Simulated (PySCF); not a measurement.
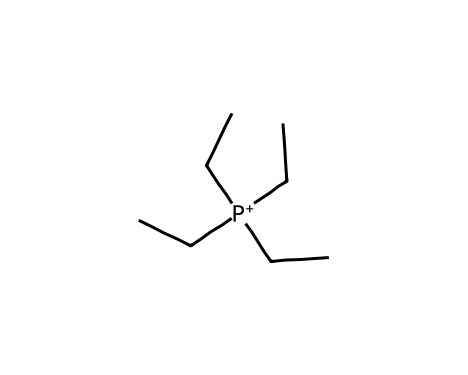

Skeletal drawing of a molecule. State: charge +1, singlet.

> Give its SMILES.

CC[P+](CC)(CC)CC

> What is the molecular formula?

C8H20P, charge +1.

The parts below concern this one geometry. Atoms keep their numbers from picture to picture. The geometry was computed by an optimisation with PBE0-D3(BJ)/def2-SVP. No frequency run is at hand to confirm it as a minimum.

### Core levels

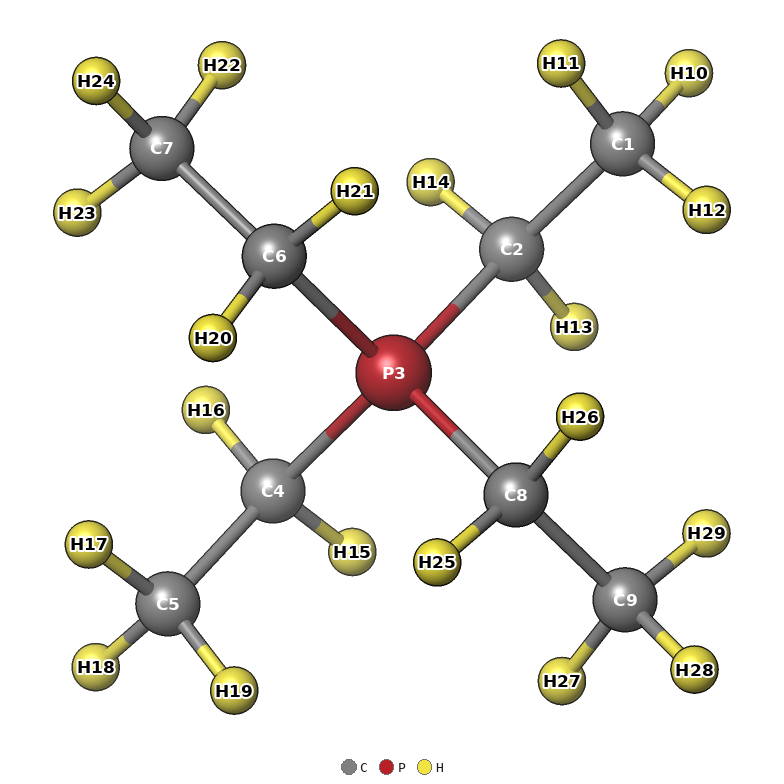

No frequency run is at hand to confirm it as a minimum. Properties computed with delta-SCF UKS SCAN, pcX-2 on the ionised atom, pcseg-1 elsewhere, spin-free X2C (PySCF 2.14.0).

Give the core-electron binding energies (to vacuum; p and d levels without spin–orbit splitting) of C1 1s, C2 1s, P3 1s, P3 2p.

```
atom  level  binding energy (eV)
  C1     1s                294.7
  C2     1s                295.1
  P3     1s               2155.6
  P3     2p                142.2
```

### Bond orders

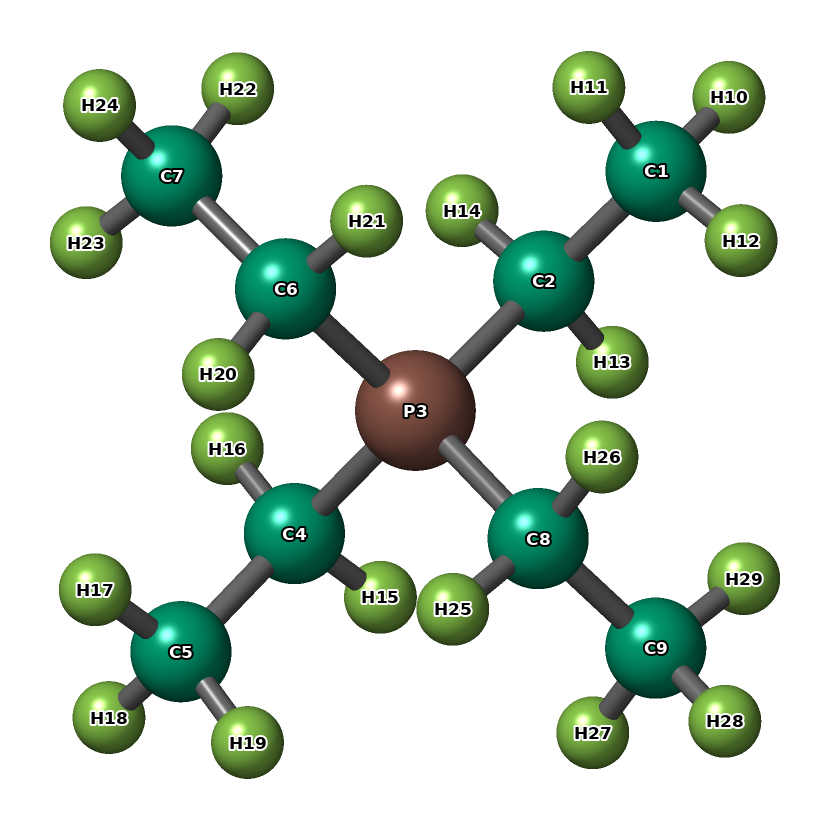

The thickness of each stick grows with its Mayer bond order. No frequency run is at hand to confirm it as a minimum. Computed with PBE0/pcSseg-1 (PySCF 2.14.0).

List the Mayer bond orders of C1–C2, C2–P3, P3–C4, P3–C6, P3–C8, C4–C5, C6–C7, C8–C9 (bonds between heavy atoms, one of each equivalent set). Atoms whose distances differ by more than 0.02 Å in this geometry are listed apart.

```csv
bond,Mayer order,length (Å)
C1–C2,1.03,1.523
C2–P3,1.00,1.813
P3–C4,1.00,1.812
P3–C6,1.00,1.813
P3–C8,1.00,1.812
C4–C5,1.03,1.523
C6–C7,1.03,1.523
C8–C9,1.03,1.523
```

### Electronic properties

No frequency run is at hand to confirm it as a minimum. Level of theory: KT2/pcSseg-1, gas phase (PySCF 2.14.0).

Predict the main results.

- HOMO energy (Kohn–Sham orbital): −12.20 eV
- LUMO energy (Kohn–Sham orbital): −4.13 eV
- HOMO–LUMO gap: 8.07 eV
